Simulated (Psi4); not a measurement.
**UHF/cc-pVDZ (density fitting with cc-pvdz-jkfit, sweep point 2) run of PH2 (SMILES [PH2])**

Aim: the vertical ionisation energy of PH2 at UHF/cc-pVDZ (density fitting with cc-pvdz-jkfit, sweep point 2), from 2 runs. 

The calculation is run with Psi4 1.11.

2 further runs of the same task are left out: 2 set aside as unsound or not needed. Runs told in other sessions of the task aren't counted.

## Step 1: The system as given

PH2: 3 atoms, total charge 0, spin state doublet. As SMILES, `[PH2]`. The shape is that of a PBE0-D4/def2-TZVP optimisation.

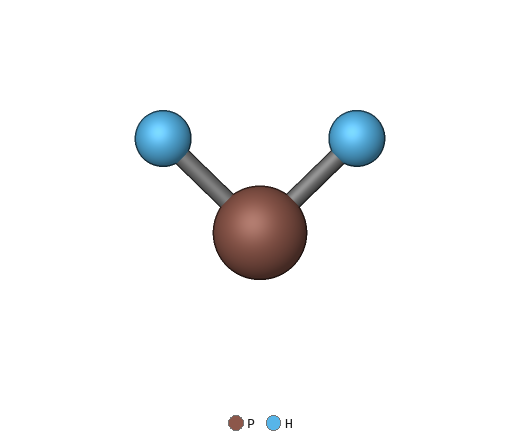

Viewed from a chosen angle; phosphorus brown, hydrogen blue.

## Step 2: A single-point energy at UHF/cc-pVDZ (density fitting with cc-pvdz-jkfit, sweep point 2)

Input file job.dat:

```
memory 1.6 GB

molecule m {
  0 2
  P      0.525730    -0.309370     0.258210
  H      0.114640     1.051490     0.176750
  H     -0.640370    -0.742120    -0.434970
  units angstrom
  symmetry c1
}

set {
  reference    uhf
  puream       true
  scf_type     df
  df_basis_scf cc-pvdz-jkfit
  maxiter      100
}

e_tot, wfn = energy('hf/cc-pVDZ', return_wfn=True)
```

On the command line:

```console
$ psi4 -i job.dat -o job.out -n 1
```

job.out:

```text
[...]
  Running in c1 symmetry.
[...]
  Nuclear repulsion =   11.408385682516982
[...]
  Multiplicity = 2
[...]
  Nalpha       = 9
  Nbeta        = 8
[...]
    Number of basis functions: 28
[...]
   @DF-UHF iter   1:  -341.85257875253961   -4.68533e-01   4.52032e-03 ADIIS/DIIS
[...]
   @DF-UHF iter   9:  -341.87201014136753   -1.71638e-08   4.42841e-07 DIIS
[...]
   @S^2 Observed:                7.639934571E-01
[...]
    Orbital Energies [Eh]
    ---------------------
    Alpha Occupied:
       1A    -79.960754     2A     -7.502945     3A     -5.407017
       4A     -5.393833     5A     -5.392038     6A     -0.855660
       7A     -0.518990     8A     -0.427643     9A     -0.373893
    Alpha Virtual:
      10A      0.166909    11A      0.174066    12A      0.452853
      13A      0.472861    14A      0.575542    15A      0.583929
      16A      0.621420    17A      0.629668    18A      0.633698
      19A      0.717958    20A      0.763225    21A      0.989339
      22A      1.160733    23A      1.602961    24A      1.630933
      25A      1.726885    26A      1.817762    27A      2.266219
[...]
  @DF-UHF Final Energy:  -341.87201014136753
   => Energetics <=
    Nuclear Repulsion Energy =             11.4083856825169825
    One-Electron Energy =                -495.4248661774429365
    Two-Electron Energy =                 142.1444703535583756
    Total Energy =                       -341.8720101413675820
  UHF NO Occupations:
  HONO-2 :    7  A 1.9993395
  HONO-1 :    8  A 1.9938491
  HONO-0 :    9  A 1.0000000
  LUNO+0 :   10  A 0.0061509
  LUNO+1 :   11  A 0.0006605
[...]
 Multipole Moments:
 ------------------------------------------------------------------------------------
     Multipole            Electronic (a.u.)      Nuclear  (a.u.)        Total (a.u.)
 ------------------------------------------------------------------------------------
 L = 1.  Multiply by 2.5417464519 to convert [e a0] to [Debye]
 Dipole X            :          1.3467526           -1.5940472           -0.2472945
 Dipole Y            :         -0.7153721            0.8467280            0.1313558
 Dipole Z            :         -0.0000000           -0.0000000           -0.0000000
 Magnitude           :                                                    0.2800160
[...]
```

Wall time 2 s (1 thread of AMD EPYC 7B13 (Zen 3), shared host); peak memory 0.23 GiB.

## Step 3: The singlet cation, same level

Input file input.inp:

```
memory 1.6 GB

molecule system {
  1 1
  P      0.525730    -0.309370     0.258210
  H      0.114640     1.051490     0.176750
  H     -0.640370    -0.742120    -0.434970
  units angstrom
  symmetry c1
}

set globals {
  basis        cc-pVDZ
  reference    rhf
  puream       true
  scf_type     df
  df_basis_scf cc-pvdz-jkfit
}

energy_value, wavefunction = energy("hf", return_wfn=True)
```

On the command line:

```console
$ psi4 -n 1 input.inp input.out
```

input.out:

```text
[...]
  Running in c1 symmetry.
[...]
  Nuclear repulsion =   11.408385682516982
[...]
  Multiplicity = 1
[...]
  Nalpha       = 8
  Nbeta        = 8
[...]
    Number of basis functions: 28
[...]
   @DF-RHF iter   1:  -341.49737903136395   -1.13333e-01   6.46115e-03 DIIS/ADIIS
[...]
   @DF-RHF iter   7:  -341.52945691344667   -1.49913e-09   1.93412e-07 DIIS
[...]
    Orbital Energies [Eh]
    ---------------------
    Doubly Occupied:
       1A    -80.345368     2A     -7.879340     3A     -5.772283
       4A     -5.769219     5A     -5.768115     6A     -1.139858
       7A     -0.824800     8A     -0.729103
[...]
  @DF-RHF Final Energy:  -341.52945691344667
   => Energetics <=
    Nuclear Repulsion Energy =             11.4083856825169825
    One-Electron Energy =                -489.4195076795132309
    Two-Electron Energy =                 136.4816650835495295
    Total Energy =                       -341.5294569134466656
[...]
 Multipole Moments:
 ------------------------------------------------------------------------------------
     Multipole            Electronic (a.u.)      Nuclear  (a.u.)        Total (a.u.)
 ------------------------------------------------------------------------------------
 L = 1.  Multiply by 2.5417464519 to convert [e a0] to [Debye]
 Dipole X            :          1.1361742           -1.5940472           -0.4578729
 Dipole Y            :         -0.6035152            0.8467280            0.2432128
 Dipole Z            :         -0.0000000           -0.0000000           -0.0000000
 Magnitude           :                                                    0.5184593
[...]
```

Wall time 1.9 s (1 thread of AMD EPYC 7B13 (Zen 3), shared host); peak memory 0.23 GiB.

## Step 4: What came out

At UHF/cc-pVDZ (density fitting with cc-pvdz-jkfit, sweep point 2):

| quantity | value |
| --- | --- |
| doublet PH2: total energy | -341.87201 Eh |
| doublet PH2: dipole moment | 0.71 D |
| doublet PH2: HOMO energy (highest over α and β) | -10.17 eV |
| doublet PH2: LUMO energy (lowest over α and β) | 1.32 eV |
| doublet PH2: ⟨S²⟩ | 0.764 |
| singlet cation: total energy | -341.52946 Eh |
| singlet cation: HOMO energy | -19.84 eV |
| singlet cation: LUMO energy | -8.53 eV |
| singlet cation: HOMO–LUMO gap | 11.31 eV |
| vertical ionisation energy (to the singlet cation) | 9.321 eV |

In words: Removing an electron at fixed nuclei costs 9.32 eV (899 kJ/mol).
